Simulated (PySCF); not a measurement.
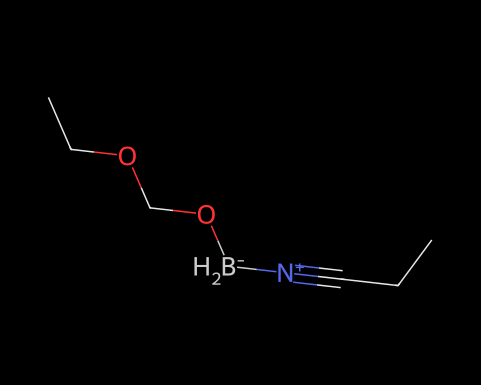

A structural formula.

Write the SMILES.

Answer. CCC#[N+][BH2-]OCOCC

What is the molecular formula?

Answer. C6H14BNO2.

An optimisation with GFN2-xTB gave a structure of which point group?

Answer. C1. Other conformers may differ.

More results for the same structure follow; atom numbers are the same in all pictures, views and colours differ. Computed geometry: GFN2-xTB optimisation. No frequency run is at hand to confirm it as a minimum.

Geometry

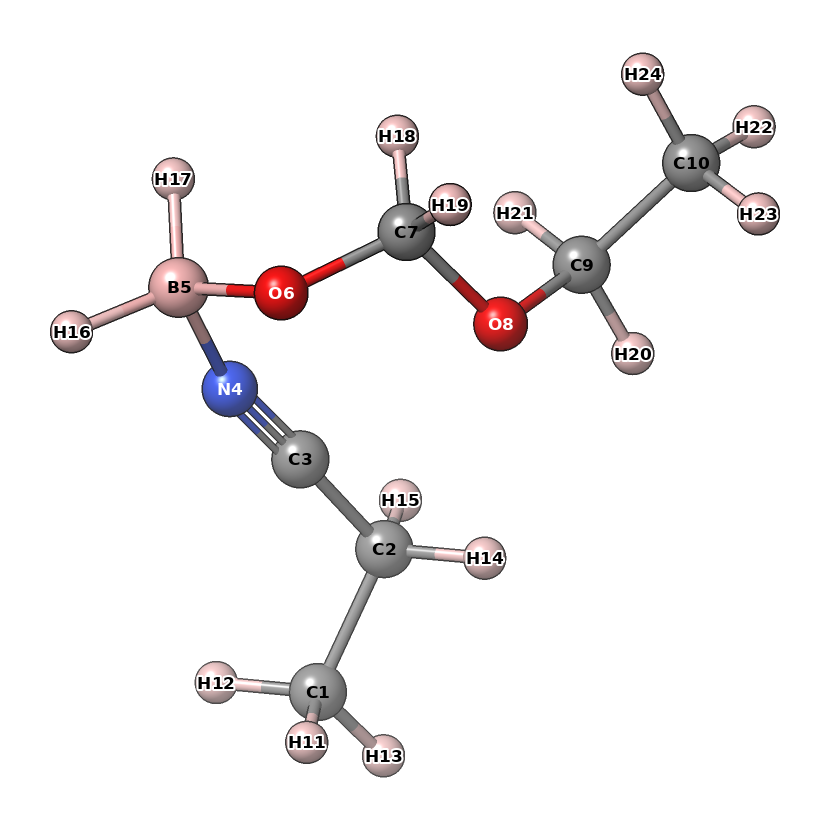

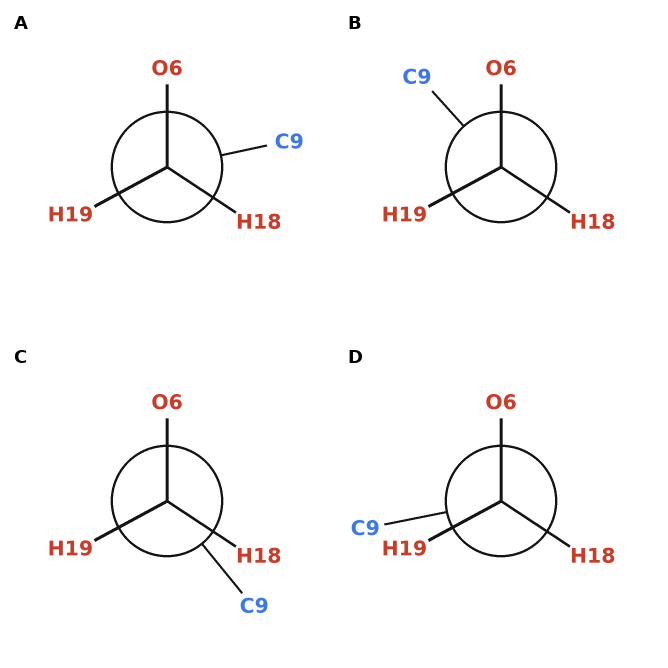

Atoms fade into the background with distance from the viewer. Bonds that would overlap in a projection are set slightly apart. No frequency run is at hand to confirm it as a minimum.

Which Newman projection shows the view along C7–O8, with C7 in front?

Answer. C. The torsion angle O6–C7–O8–C9 is 138°, anticlinal.

NMR shielding

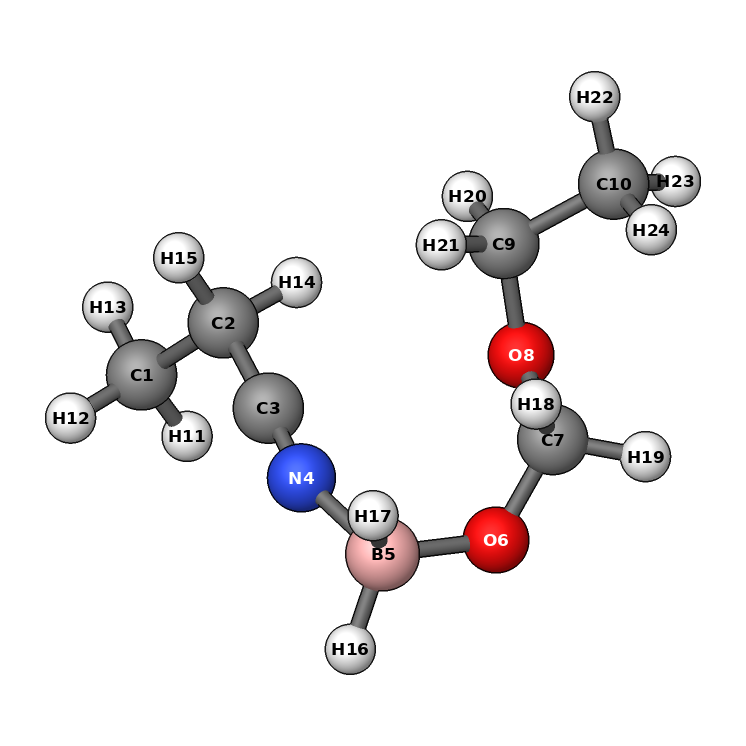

No frequency run is at hand to confirm it as a minimum. Method: GIAO PBE0/pcSseg-1 NMR shielding, non-relativistic, gas phase (PySCF 2.14.0). Principal shieldings σ11 ≤ σ22 ≤ σ33, span Ω = σ33 − σ11, skew κ = 3(σiso − σ22)/Ω.

Give the shielding tensors of the B atoms.

| atom | σ11 | σ22 | σ33 | σiso | Ω | κ |
| --- | --- | --- | --- | --- | --- | --- |
| B5 | 101.0 | 108.1 | 130.6 | 113.3 | 29.6 | 0.52 |

Shieldings and span in ppm.

Electronic properties

No frequency run is at hand to confirm it as a minimum. Method: PBE0/pcSseg-1, gas phase (PySCF 2.14.0).

What is the HOMO–LUMO gap?

Answer. 6.43 eV.

Estimate the dipole moment.

Answer. 7.41 D.

Give the HOMO energy (Kohn–Sham orbital) at this level.

Answer. −7.03 eV.

Quadrupole coupling

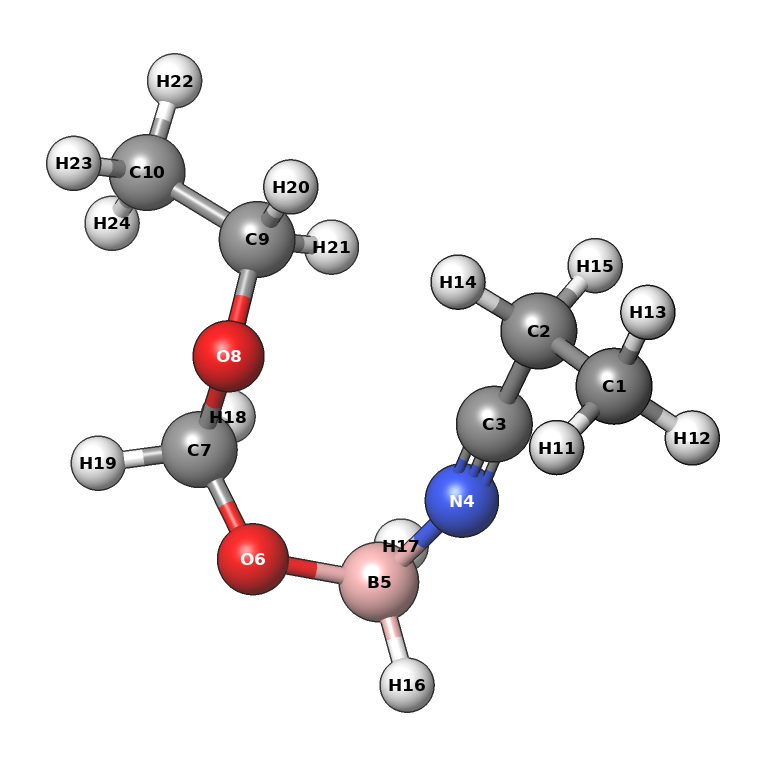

No frequency run is at hand to confirm it as a minimum. Electric field gradients from the ground-state density, PBE0/pcSseg-1 (PySCF 2.14.0), non-relativistic apart from any core potentials.

Give the largest field-gradient component, the quadrupole coupling constant and the asymmetry for 14N at N4 (Q = 20.44 mb), 11B at B5 (Q = 40.59 mb), 17O at O6 (Q = −25.6 mb), 17O at O8 (Q = −25.6 mb).

| atom | V_zz (a.u.) | e²qQ/h (MHz) | η |
| --- | --- | --- | --- |
| N4 | −0.460 | −2.21 | 0.30 |
| B5 | 0.239 | 2.28 | 0.80 |
| O6 | 1.694 | −10.19 | 0.45 |
| O8 | 1.952 | −11.74 | 0.94 |

The geometry is semi-empirical. Around B such bond lengths and angles can be off by a tenth of an ångström or more and by several degrees, and values that hang on the shape move with them.
